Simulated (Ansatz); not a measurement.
**C2H10InNO (SMILES [CH3][In-]([CH3])([NH3+])[OH]): density, localisation and related maps**

The calculation's input:

```
crystal:
  periodic: [false, false, false]
  atoms:
    - {symbol: C, position_ang: [0.688011, 0.365331, 2.152509]}
    - {symbol: C, position_ang: [-2.917620, 0.623978, 0.552985]}
    - {symbol: In, position_ang: [-0.811490, 1.079531, 0.764100]}
    - {symbol: "N", position_ang: [0.094853, 0.585933, -1.354510]}
    - {symbol: O, position_ang: [-0.292895, 2.889249, -0.106738]}
    - {symbol: H, position_ang: [0.580270, 0.869371, 3.124827]}
    - {symbol: H, position_ang: [0.605150, -0.719241, 2.318036]}
    - {symbol: H, position_ang: [1.690602, 0.590726, 1.759337]}
    - {symbol: H, position_ang: [-3.113863, -0.452027, 0.672511]}
    - {symbol: H, position_ang: [-3.265748, 0.941628, -0.441254]}
    - {symbol: H, position_ang: [-3.504671, 1.165193, 1.310321]}
    - {symbol: H, position_ang: [0.221621, 1.601919, -1.484291]}
    - {symbol: H, position_ang: [-0.511261, 0.225254, -2.088071]}
    - {symbol: H, position_ang: [0.998234, 0.121919, -1.419338]}
    - {symbol: H, position_ang: [-0.471088, 3.710719, 0.357520]}
basis:
  gaussian: {orbitals: def2-SVPD}
hamiltonian: {xc: {name: PBE0}}
output: {forces: true, orbitals: {seedname: orbitals}}
```

Command:

```sh
ansatz run input.yaml --threads 2 --pin off --max-ram 6090MiB --events-out events.jsonl --progress --plain --runs-dir runs
```

Geometry: PBE0-D4/def2-SVP; core potentials replace the inner electrons of In.

Method: isolated molecule in a Gaussian basis; Kohn-Sham density functional theory, functional PBE0 in Ansatz 0.2.0.

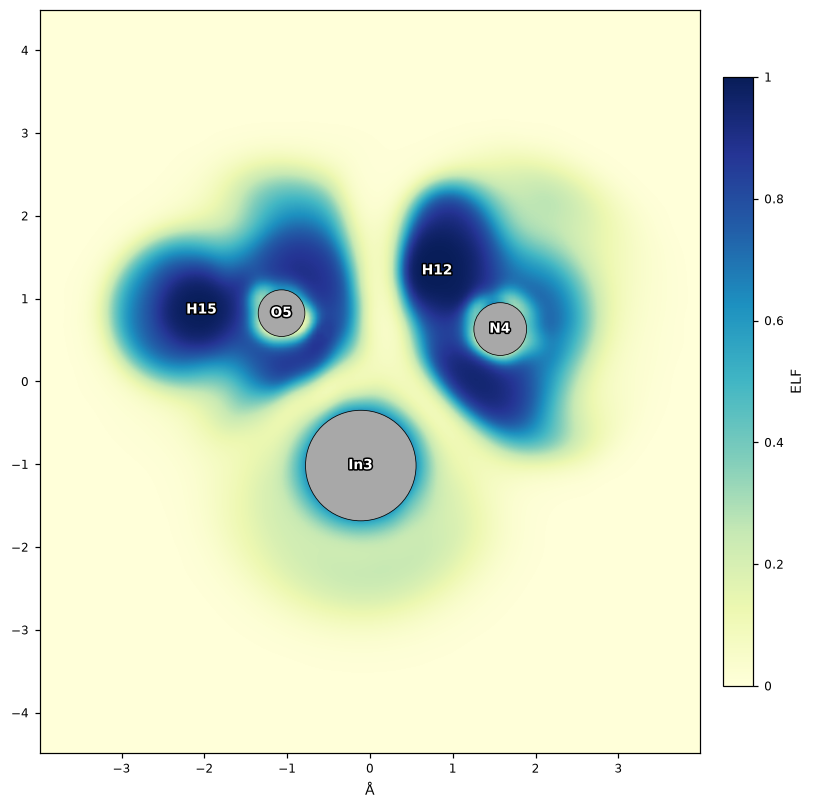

Figure 1. Electron localisation function on the plane of atoms N4, In3 and O5. Grey discs cover the atomic cores.

### Interpret the plot.

Atoms in the plane: In, N, O and H.
In–O (2.07 Å): the ELF peaks at about 0.85 in the valence shell of O, 0.6 Å from its nucleus, and drops to about 0.10 between the two atoms.
In–N (2.36 Å): the ELF peaks at about 0.95 in the valence shell of N, 0.6 Å from its nucleus, and drops to about 0.10 between the two atoms.
O–H (0.96 Å): the ELF climbs to about 1 towards the hydrogen, as it does in any bond to H: a covalent bond by its length.
N–H (1.03 Å): the ELF climbs to about 1 towards the hydrogen: a covalent bond by its length.
The ELF also peaks beside O5, away from the bonds: lone-pair regions.

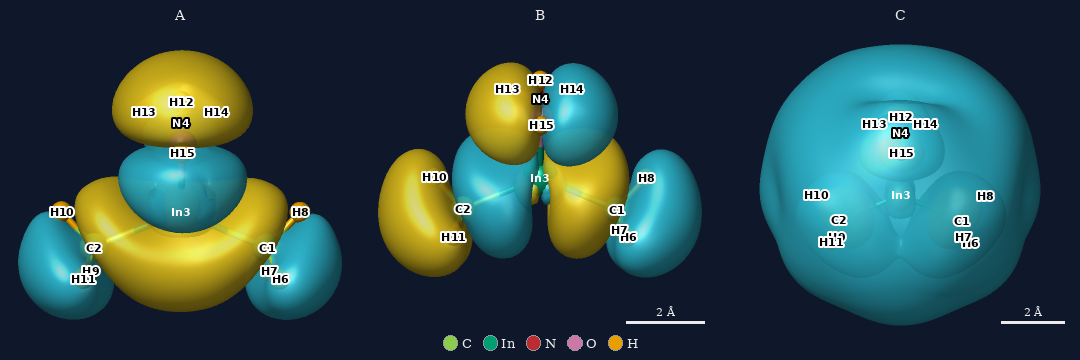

Figure 2. Three frontier orbitals at ±0.03 Å⁻³ᐟ² (yellow and cyan are the two phases), in no order.

### Order the three orbitals by energy and name them.

A is the HOMO−1 (−7.51 eV). It lies mainly on O5 (about 55 %), In3 (about 15 %), C1 (about 10 %) and C2 (about 10 %). B is the HOMO (−6.65 eV). It lies mainly on O5 (about 30 %), C1 (about 20 %), C2 (about 20 %) and In3 (about 15 %). C is the LUMO (−0.33 eV). Its weight (Hirshfeld) is mainly on In3 (about 35 %), H13 (about 10 %) and H14 (about 10 %).

### What is the HOMO–LUMO gap?

6.32 eV between the orbital energies.

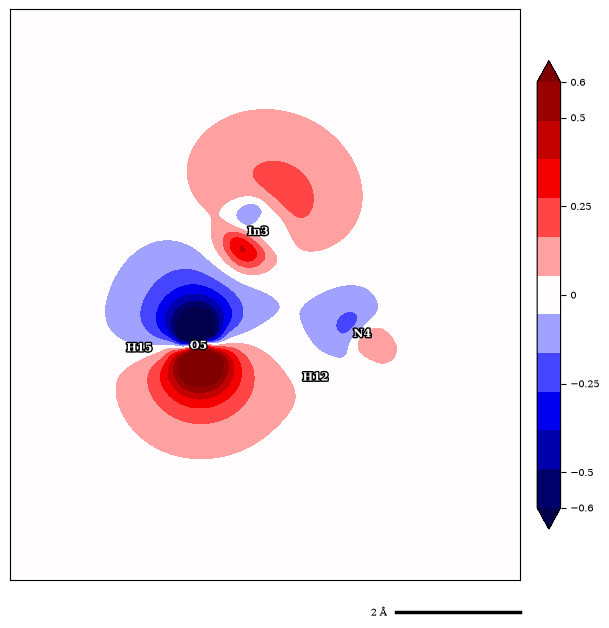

Figure 3. The HOMO−1 on the plane of atoms In3, N4 and H12 (values in Å⁻³ᐟ²; the overall sign is arbitrary).

### What is the character of this orbital?

It lies mainly on O5 (about 55 %), In3 (about 15 %), C1 (about 10 %) and C2 (about 10 %). Its energy is −7.51 eV.
